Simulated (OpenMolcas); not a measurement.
## Relativistic diatomic calculation for AlBe⁺ (part 2 of 2)

The same run, continued: AlBe⁺. Method: SA-CASSCF(4,8)/XMS-CASPT2 + RASSI spin-orbit (X2C scalar, AMFI), ANO-RCC-VTZP (OpenMolcas).

### Output (extracts), continued
```
++ Dipole transition strengths (spin-free states):
     for osc. strength at least  1.00000000E-05
      From   To        Osc. strength     Einstein coefficients Ax, Ay, Az (sec-1)    Total A (sec-1)
         1   12       3.14830713E-04  1.51083964E+00  1.53848856E+05  0.00000000E+00  1.53850367E+05
         1   13       3.14830350E-04  1.53848698E+05  1.51093820E+00  0.00000000E+00  1.53850209E+05
         1    2       7.14070423E-01  0.00000000E+00  0.00000000E+00  5.91702977E+08  5.91702977E+08
         1   14       6.11294760E-02  4.06048639E+05  6.11186163E+07  0.00000000E+00  6.15246650E+07
         1   15       6.11294773E-02  6.11186205E+07  4.06048680E+05  0.00000000E+00  6.15246692E+07
         1    3       4.70457423E-02  0.00000000E+00  0.00000000E+00  5.35841485E+07  5.35841485E+07
         4    6       1.67363809E-03  3.94639159E+03  1.27469107E+04  0.00000000E+00  1.66933023E+04
         4    7       1.67363815E-03  1.27469115E+04  3.94639139E+03  0.00000000E+00  1.66933029E+04
         4    8       3.25105790E-03  4.86309238E+05  5.19399957E+02  0.00000000E+00  4.86828638E+05
         4    9       3.25105855E-03  5.19400179E+02  4.86309394E+05  0.00000000E+00  4.86828794E+05
         4   10       1.07170811E-03  3.98157417E+05  5.48969536E+03  0.00000000E+00  4.03647112E+05
         4   11       1.07170815E-03  5.48969786E+03  3.98157455E+05  0.00000000E+00  4.03647153E+05
         4    5       4.88050853E-04  0.00000000E+00  0.00000000E+00  2.41011548E+05  2.41011548E+05
         6    8       1.74901198E-03  0.00000000E+00  0.00000000E+00  1.44162130E+05  1.44162130E+05
         6    9       6.60377041E-03  0.00000000E+00  0.00000000E+00  5.44315176E+05  5.44315176E+05
         6   10       3.94771423E-04  0.00000000E+00  0.00000000E+00  1.04231308E+05  1.04231308E+05
         6   11       7.53874223E-04  0.00000000E+00  0.00000000E+00  1.99045064E+05  1.99045064E+05
         6    5       8.15946329E-04  7.01120436E+04  2.26431085E+05  0.00000000E+00  2.96543128E+05
         7    8       6.60377043E-03  0.00000000E+00  0.00000000E+00  5.44315090E+05  5.44315090E+05
         7    9       1.74901196E-03  0.00000000E+00  0.00000000E+00  1.44162152E+05  1.44162152E+05
         7   10       7.53874266E-04  0.00000000E+00  0.00000000E+00  1.99045058E+05  1.99045058E+05
         7   11       3.94771363E-04  0.00000000E+00  0.00000000E+00  1.04231301E+05  1.04231301E+05
         7    5       8.15946146E-04  2.26430987E+05  7.01120747E+04  0.00000000E+00  2.96543062E+05
        12    2       4.13728766E-04  3.03083991E-01  1.84611234E+04  0.00000000E+00  1.84614265E+04
        12   14       4.60770519E-04  0.00000000E+00  0.00000000E+00  4.26311016E+04  4.26311016E+04
        12    3       5.13379863E-04  9.99917701E-01  6.95894551E+04  0.00000000E+00  6.95904550E+04
        13    2       4.13728592E-04  1.84611078E+04  3.03081950E-01  0.00000000E+00  1.84614109E+04
        13   15       4.60770642E-04  0.00000000E+00  0.00000000E+00  4.26311070E+04  4.26311070E+04
        13    3       5.13379931E-04  6.95894473E+04  9.99943540E-01  0.00000000E+00  6.95904472E+04
         8   10       9.32042745E-05  0.00000000E+00  0.00000000E+00  4.79175553E+03  4.79175553E+03
         8    5       2.06780457E-05  2.05963367E+03  2.03202195E+00  0.00000000E+00  2.06166570E+03
         9   11       9.32043131E-05  0.00000000E+00  0.00000000E+00  4.79175746E+03  4.79175746E+03
         9    5       2.06780267E-05  2.03202456E+00  2.05963147E+03  0.00000000E+00  2.06166350E+03
         2   14       1.92881847E-05  1.09290230E+00  1.65493437E+02  0.00000000E+00  1.66586339E+02
         2   15       1.92882060E-05  1.65493709E+02  1.09290047E+00  0.00000000E+00  1.66586609E+02
         2    3       8.62370684E-05  0.00000000E+00  0.00000000E+00  2.12394194E+03  2.12394194E+03
        14    3       8.44603221E-04  2.28441311E+01  3.43694946E+03  0.00000000E+00  3.45979359E+03
        15    3       8.44603035E-04  3.43694615E+03  2.28441036E+01  0.00000000E+00  3.45979026E+03
        10    5       5.99556956E-05  4.68551566E+02  6.54265217E+00  0.00000000E+00  4.75094218E+02
        11    5       5.99556977E-05  6.54264547E+00  4.68551356E+02  0.00000000E+00  4.75094001E+02
 Electric-quadrupole - electric-quadrupole not included
 Electric-dipole - electric-octupole not included
 Electric-dipole - magnetic-quadrupole not included
   Eigenvalues of complex Hamiltonian:
  (Shifted by EMIN (a.u.) =       -256.9595854177)
 SO State       Relative EMIN(au)   Rel lowest level(eV)    D:o, cm**(-1)      Omega
     1            -0.0000001223        0.0000000000              0.0000         0.0
     2             0.0709121174        1.9296203430          15563.4377         0.0
     3             0.0709123559        1.9296268343          15563.4900         1.0
     4             0.0709123559        1.9296268343          15563.4900         1.0
     5             0.0884452487        2.4067211515          19411.5152         0.0
     6             0.0884460100        2.4067418687          19411.6823         0.0
     7             0.0885323442        2.4090911408          19430.6304         1.0
     8             0.0885323442        2.4090911408          19430.6304         1.0
     9             0.0886189675        2.4114482816          19449.6421         2.0
    10             0.0886189675        2.4114482816          19449.6421         2.0
    11             0.1233258932        3.3558718410          27066.9318         1.0
    12             0.1233259011        3.3558720570          27066.9335         1.0
    13             0.1390516688        3.7837919956          30518.3406         0.0
    14             0.1390519087        3.7837985238          30518.3932         0.0
    15             0.1391822979        3.7873465948          30547.0104         1.0
    16             0.1391823020        3.7873467062          30547.0113         1.0
    17             0.1393116789        3.7908672304          30575.4062         2.0
    18             0.1393116789        3.7908672304          30575.4062         2.0
    19             0.1605929109        4.3699590546          35246.0968         0.0
    20             0.1769851919        4.8160157438          38843.7866         1.0
    21             0.1769851961        4.8160158579          38843.7875         1.0
    22             0.1790276333        4.8715934047          39292.0507         0.0
    23             0.1790310042        4.8716851337          39292.7905         0.0
    24             0.1791858528        4.8758987765          39326.7758         1.0
    25             0.1791858566        4.8758988813          39326.7767         1.0
    26             0.1793348569        4.8799533860          39359.4784         2.0
    27             0.1793348569        4.8799533860          39359.4784         2.0
    28             0.1882830970        5.1234474042          41323.3901         0.0
    29             0.1948872902        5.3031566563          42772.8430         1.0
    30             0.1948872902        5.3031566563          42772.8430         1.0
    31             0.1948875133        5.3031627274          42772.8920         0.0
    32             0.2239299395        6.0934474036          49146.9678         1.0
    33             0.2239299395        6.0934474036          49146.9678         1.0
    34             0.2240173411        6.0958257217          49166.1502         0.0
    35             0.2240176676        6.0958346065          49166.2219         0.0
    36             0.2241051004        6.0982137737          49185.4111         1.0
    37             0.2241051004        6.0982137737          49185.4111         1.0
    38             0.2241927268        6.1005982106          49204.6429         2.0
    39             0.2241927268        6.1005982106          49204.6429         2.0
    40             0.2242803834        6.1029834667          49223.8813         3.0
    41             0.2242803834        6.1029834667          49223.8813         3.0
 Weights of the five most important spin-orbit-free states for each spin-orbit state.
 SO State  Total energy (au)           Spin-free states, spin, and weights
    1        -0.000000       1 0.0  1.0000    6 1.0  0.0000    7 1.0  0.0000   10 1.0  0.0000   11 1.0  0.0000
    2         0.070912       4 1.0  1.0000    6 1.0  0.0000    7 1.0  0.0000    8 1.0  0.0000    9 1.0  0.0000
    3         0.070912       4 1.0  1.0000    6 1.0  0.0000    7 1.0  0.0000   12 0.0  0.0000   13 0.0  0.0000
    4         0.070912       4 1.0  1.0000    6 1.0  0.0000    7 1.0  0.0000   12 0.0  0.0000   13 0.0  0.0000
    5         0.088445       6 1.0  0.5000    7 1.0  0.5000    8 1.0  0.0000    9 1.0  0.0000    3 0.0  0.0000
    6         0.088446       6 1.0  0.5000    7 1.0  0.5000    4 1.0  0.0000    8 1.0  0.0000    9 1.0  0.0000
    7         0.088532       7 1.0  1.0000    4 1.0  0.0000   12 0.0  0.0000   13 0.0  0.0000    5 1.0  0.0000
    8         0.088532       6 1.0  1.0000    4 1.0  0.0000   13 0.0  0.0000   12 0.0  0.0000    5 1.0  0.0000
    9         0.088619       7 1.0  0.5000    6 1.0  0.5000    8 1.0  0.0000    9 1.0  0.0000   10 1.0  0.0000
   10         0.088619       7 1.0  0.5000    6 1.0  0.5000    8 1.0  0.0000    9 1.0  0.0000   10 1.0  0.0000
   11         0.123326      12 0.0  0.9999    8 1.0  0.0000    7 1.0  0.0000    4 1.0  0.0000    6 1.0  0.0000
   12         0.123326      13 0.0  0.9999    9 1.0  0.0000    6 1.0  0.0000    4 1.0  0.0000    7 1.0  0.0000
   13         0.139052       8 1.0  0.5000    9 1.0  0.5000    2 0.0  0.0000    3 0.0  0.0000    6 1.0  0.0000
   14         0.139052       8 1.0  0.5000    9 1.0  0.5000    5 1.0  0.0000    4 1.0  0.0000    6 1.0  0.0000
   15         0.139182       8 1.0  1.0000   12 0.0  0.0000    5 1.0  0.0000    4 1.0  0.0000   14 0.0  0.0000
   16         0.139182       9 1.0  1.0000   13 0.0  0.0000    5 1.0  0.0000    4 1.0  0.0000   15 0.0  0.0000
   17         0.139312       9 1.0  0.5000    8 1.0  0.5000    7 1.0  0.0000    6 1.0  0.0000   10 1.0  0.0000
   18         0.139312       9 1.0  0.5000    8 1.0  0.5000    7 1.0  0.0000    6 1.0  0.0000   10 1.0  0.0000
   19         0.160593       2 0.0  1.0000    9 1.0  0.0000    8 1.0  0.0000   10 1.0  0.0000   11 1.0  0.0000
   20         0.176985      14 0.0  0.9987   10 1.0  0.0012   11 1.0  0.0001    5 1.0  0.0000    8 1.0  0.0000
   21         0.176985      15 0.0  0.9987   11 1.0  0.0012   10 1.0  0.0001    5 1.0  0.0000    9 1.0  0.0000
   22         0.179028      10 1.0  0.4998   11 1.0  0.4998    3 0.0  0.0004    2 0.0  0.0000   17 2.0  0.0000
   23         0.179031      10 1.0  0.5000   11 1.0  0.5000    5 1.0  0.0000    4 1.0  0.0000   17 2.0  0.0000
   24         0.179186      10 1.0  0.9987   14 0.0  0.0012   15 0.0  0.0001    5 1.0  0.0000   12 0.0  0.0000
   25         0.179186      11 1.0  0.9987   15 0.0  0.0012   14 0.0  0.0001    5 1.0  0.0000   13 0.0  0.0000
   26         0.179335      11 1.0  0.5000   10 1.0  0.5000   16 2.0  0.0000   17 2.0  0.0000    8 1.0  0.0000
   27         0.179335      11 1.0  0.5000   10 1.0  0.5000   16 2.0  0.0000   17 2.0  0.0000    8 1.0  0.0000
   28         0.188283       3 0.0  0.9996   11 1.0  0.0002   10 1.0  0.0002    9 1.0  0.0000    8 1.0  0.0000
   29         0.194887       5 1.0  1.0000   17 2.0  0.0000   16 2.0  0.0000    9 1.0  0.0000    8 1.0  0.0000
   30         0.194887       5 1.0  1.0000   17 2.0  0.0000   16 2.0  0.0000    9 1.0  0.0000    8 1.0  0.0000
   31         0.194888       5 1.0  1.0000   17 2.0  0.0000   16 2.0  0.0000    9 1.0  0.0000    8 1.0  0.0000
   32         0.223930      17 2.0  0.5000   16 2.0  0.5000    5 1.0  0.0000    4 1.0  0.0000    9 1.0  0.0000
   33         0.223930      16 2.0  0.5000   17 2.0  0.5000    5 1.0  0.0000    4 1.0  0.0000    9 1.0  0.0000
   34         0.224017      16 2.0  0.5000   17 2.0  0.5000   11 1.0  0.0000   10 1.0  0.0000    8 1.0  0.0000
   35         0.224018      17 2.0  0.5000   16 2.0  0.5000    5 1.0  0.0000   11 1.0  0.0000   10 1.0  0.0000
   36         0.224105      17 2.0  1.0000    5 1.0  0.0000   10 1.0  0.0000   11 1.0  0.0000   16 2.0  0.0000
   37         0.224105      16 2.0  1.0000    5 1.0  0.0000   11 1.0  0.0000   10 1.0  0.0000   17 2.0  0.0000
   38         0.224193      16 2.0  0.5000   17 2.0  0.5000   11 1.0  0.0000   10 1.0  0.0000    8 1.0  0.0000
   39         0.2241
```

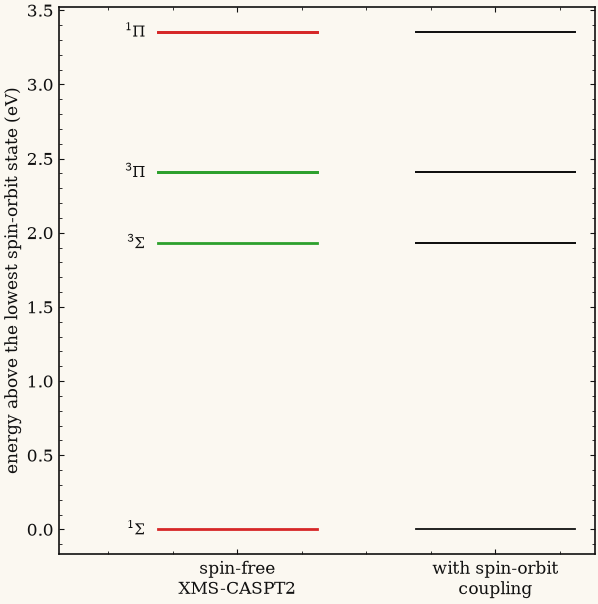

Figure 2. States up to 3.6 eV at 2.816 Å, without spin-orbit coupling (left, a colour for each spin multiplicity) and with it (right, where close levels merge). The spin-free states run ¹Σ (0.00 eV), ³Σ (1.93 eV), ³Π (2.41 eV), ¹Π (3.36 eV) from the lowest. The lowest spin-orbit levels have |Ω| = 0 (0 cm⁻¹), 0 (15,563 cm⁻¹), 1 (15,563 cm⁻¹), 0 (19,412 cm⁻¹), 1 (19,431 cm⁻¹).

Outcome of the run: converged.
